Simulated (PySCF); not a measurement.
## What a change does: NMR shielding calculation on C2H2N2Si

System: C2H2N2Si, SMILES N#C[SiH2]C#N.
Method of the first run: GIAO PBE0/6-31G* NMR shielding, non-relativistic, gas phase (PySCF 2.14.0).

The geometry comes from this level: PBE0-D3(BJ)/def2-SVP. Text and figures count atoms from 1; the logs count them from 0 in places.

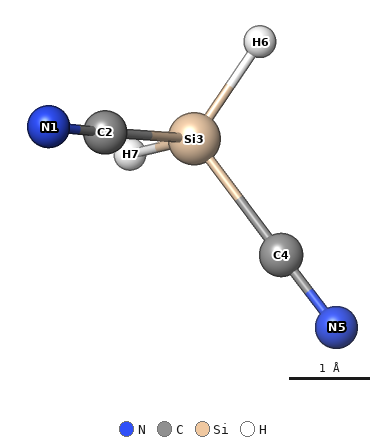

Fig. 1: The structure as given in the input (ball-and-stick view, seen at a tilt; atoms are numbered from 1 in the order of the input).

Input file, the first run:
```
{"job": {"kind": "nmr", "xc": "PBE0", "basis": "6-31G*", "pop": true}, "charge": 0, "multiplicity": 1}
N     -2.624699    -0.586983     0.219979
C     -1.550467    -0.157634     0.149552
Si     0.149054     0.565141     0.046084
C      1.316696    -0.836632    -0.260799
N      2.065889    -1.699975    -0.453072
H      0.483955     1.204490     1.340571
H      0.205900     1.504399    -1.099061
```

The first line tells a small driver script what to run in PySCF; the rest is the geometry in Å.

Launched with:
```bash
OMP_NUM_THREADS=1 python <driver script> task.json out
```

Hardware: 1 CPU thread, shared host.

Output (the first run):
```
coarse grid: 7160 points
cycle   1  E = -475.9968490270  dE =  4.454e-01  |g| = 4.745e-01  |ddm| = 2.945e+00
cycle   2  E = -475.7109909677  dE =  2.859e-01  |g| = 1.199e+00  |ddm| = 1.187e+00
cycle   3  E = -476.0600272438  dE = -3.490e-01  |g| = 6.874e-02  |ddm| = 7.801e-01
cycle   4  E = -476.0613270022  dE = -1.300e-03  |g| = 2.609e-02  |ddm| = 9.982e-02
cycle   5  E = -476.0614932822  dE = -1.663e-04  |g| = 1.614e-03  |ddm| = 2.177e-02
cycle   6  E = -476.0614939636  dE = -6.814e-07  |g| = 5.220e-04  |ddm| = 2.472e-03
final grid: 67072 points
cycle   7  E = -476.0132664790  dE = -1.184e-05  |g| = 3.817e-03  |ddm| = 1.215e-02
cycle   8  E = -476.0132644721  dE =  2.007e-06  |g| = 5.012e-03  |ddm| = 7.747e-03
cycle   9  E = -476.0132695059  dE = -5.034e-06  |g| = 2.346e-03  |ddm| = 4.629e-03
cycle  10  E = -476.0132707626  dE = -1.257e-06  |g| = 1.166e-04  |ddm| = 1.439e-03
cycle  11  E = -476.0132707616  dE =  9.370e-10  |g| = 1.394e-04  |ddm| = 1.603e-04
cycle  12  E = -476.0132707659  dE = -4.234e-09  |g| = 1.801e-05  |ddm| = 9.329e-05
cycle  13  E = -476.0132707660  dE = -8.436e-11  |g| = 2.483e-06  |ddm| = 1.985e-05
converged SCF energy = -476.0132707660

GIAO shielding tensors (ppm)
atom      isotropic    diamagn.    paramagn.     s11        s22        s33       span
  0 N      -73.164     334.840    -408.004   -260.083   -259.439    300.029    560.112
  1 C       88.254     258.972    -170.718    -11.957    -10.748    287.466    299.423
  2 Si     501.745     883.081    -381.335    481.454    500.609    523.173     41.719
  3 C       88.243     258.965    -170.722    -11.970    -10.753    287.451    299.420
  4 N      -73.267     334.819    -408.086   -260.310   -259.591    300.099    560.409
  5 H       27.330      27.868      -0.538     24.386     25.710     31.894      7.509
  6 H       27.331      27.852      -0.520     24.388     25.713     31.894      7.507
```

The input of the second run differs as follows (lines with − go, lines with + come):
```diff
-"basis": "6-31G*"
+"basis": "IGLO-III"
```

How does the second run compare with the first run?

The total energy of the second run is 65.0 kcal/mol lower, which measures the change of basis and not a stability. The HOMO goes from −10.09 to −10.30 eV. The LUMO goes from −1.33 to −1.72 eV. The dipole moment goes from 3.56 to 3.73 D. Of all shieldings, the largest change is that of Si3, by −54.9 ppm. The number of SCF iterations is the same. The basis functions go from 78 to 204.

Output (the second run):
```
coarse grid: 7160 points
cycle   1  E = -476.0492534523  dE =  4.103e-01  |g| = 5.062e-01  |ddm| = 2.165e+00
cycle   2  E = -475.7529165994  dE =  2.963e-01  |g| = 1.242e+00  |ddm| = 7.673e-01
cycle   3  E = -476.1117586657  dE = -3.588e-01  |g| = 9.903e-02  |ddm| = 5.288e-01
cycle   4  E = -476.1134772684  dE = -1.719e-03  |g| = 3.253e-02  |ddm| = 7.446e-02
cycle   5  E = -476.1136969771  dE = -2.197e-04  |g| = 3.287e-03  |ddm| = 2.336e-02
cycle   6  E = -476.1136991326  dE = -2.156e-06  |g| = 8.237e-04  |ddm| = 3.322e-03
final grid: 67072 points
cycle   7  E = -476.1169168925  dE = -4.452e-05  |g| = 4.509e-03  |ddm| = 3.146e-02
cycle   8  E = -476.1169142527  dE =  2.640e-06  |g| = 5.537e-03  |ddm| = 5.961e-03
cycle   9  E = -476.1169194951  dE = -5.242e-06  |g| = 2.763e-03  |ddm| = 3.183e-03
cycle  10  E = -476.1169211367  dE = -1.642e-06  |g| = 2.389e-04  |ddm| = 1.136e-03
cycle  11  E = -476.1169211401  dE = -3.455e-09  |g| = 2.144e-04  |ddm| = 1.783e-04
cycle  12  E = -476.1169211494  dE = -9.263e-09  |g| = 3.986e-05  |ddm| = 9.075e-05
cycle  13  E = -476.1169211497  dE = -3.668e-10  |g| = 4.730e-06  |ddm| = 2.290e-05
converged SCF energy = -476.1169211497

GIAO shielding tensors (ppm)
atom      isotropic    diamagn.    paramagn.     s11        s22        s33       span
  0 N     -115.844     338.847    -454.691   -322.056   -321.671    296.194    618.249
  1 C       62.266     253.156    -190.890    -51.030    -50.045    287.872    338.902
  2 Si     446.833     894.354    -447.522    437.872    438.708    463.917     26.045
  3 C       62.256     253.119    -190.863    -51.036    -50.054    287.856    338.892
  4 N     -115.960     338.837    -454.796   -322.286   -321.855    296.262    618.549
  5 H       26.623      27.879      -1.255     23.699     25.037     31.134      7.435
  6 H       26.625      27.866      -1.241     23.702     25.040     31.133      7.431
```

The two runs side by side:

```tsv
quantity	the first run	the second run
outcome	converged	converged
total energy (hartree)	−476.013271	−476.116921
HOMO (eV)	−10.09	−10.30
LUMO (eV)	−1.33	−1.72
dipole moment (D)	3.56	3.73
shielding of N1 (ppm)	−73.2	−115.8
shielding of C2 (ppm)	88.3	62.3
shielding of Si3 (ppm)	501.7	446.8
shielding of C4 (ppm)	88.2	62.3
shielding of N5 (ppm)	−73.3	−116.0
shielding of H6 (ppm)	27.3	26.6
shielding of H7 (ppm)	27.3	26.6
SCF iterations	13	13
basis functions	78	204
wall time (shared host)	8.9 s	26 s
```
